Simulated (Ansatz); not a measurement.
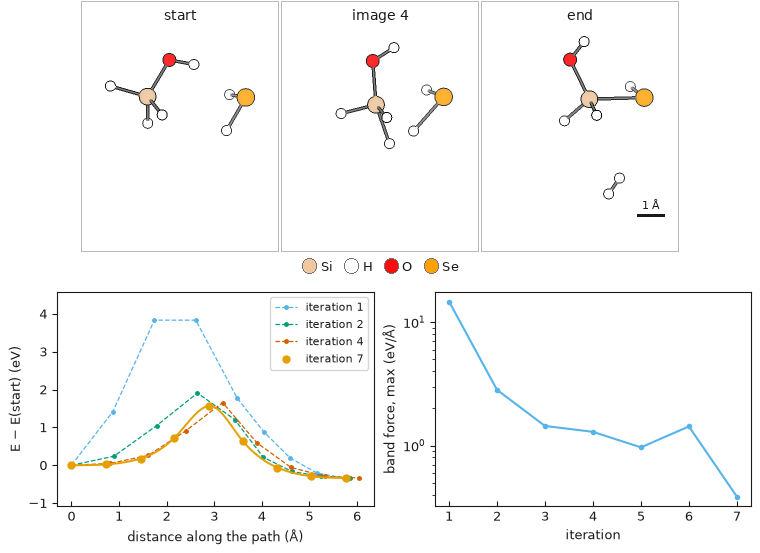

A search for the minimum-energy path of SiH6SeO, made up of SiH₄O and H$_{2}$Se by the nudged elastic band. Images are numbered from 0 (start) to 8 (end). The plot follows the band through its iterations. The picture is a ball-and-stick view, seen at a tilt.

Level of theory: UKS PBE-D4/def2-SVP (Ansatz). Set-up: 7 movable images; climbing image; force threshold 0.5 eV/Å; iteration limit 60; starting path through a guess of the saddle point.

> Did the band converge, and can the barrier be trusted?

The run met only a loose threshold, so the barrier can't be trusted yet. The band converged in 7 iterations. The largest component of the band force went from 15 to 0.39 eV/Å. The climbing image converged on the top of the path. Its curvatures weren't checked. The force threshold is so loose that the height of the top is at best an upper bound. The first iteration put the highest image at 3.83 eV. The highest point, image 4, lies 1.57 eV above the start and 1.90 eV above the end; the end is at −0.33 eV relative to the start.

Limits of the set-up: the start holds two separate molecules, 2.5 Å apart at their closest, whose relative position is a soft coordinate.

Cost: 2.4 min on 2 threads of Arm Neoverse V1 (shared host), peak memory 0.16 GiB.
